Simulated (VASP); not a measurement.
Band structure of RbBr (rock salt). These are optB86b-vdW, VASP's PBE PAW potentials (set 64) (plane waves; VASP) values and carry that method's errors.

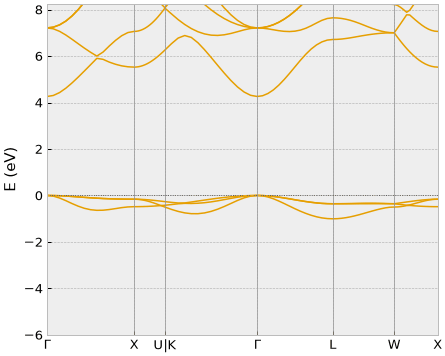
Fig. 1. Bands along high-symmetry lines, zero at the valence-band maximum or, without a gap, the Fermi level

Q: Read the plot: is there a gap, and where are the band edges?

A: The gap is direct, 4.26 eV, from the valence maximum at Γ to the conduction minimum at Γ. (Edges off the drawn lines would not show.)

Measured: gap 7.20 eV (computed value off by -2.94 eV), as given by Aguado et al., (1998), arXiv:cond-mat/9809176.

The compound is RbBr in the rock salt structure. It was relaxed first.
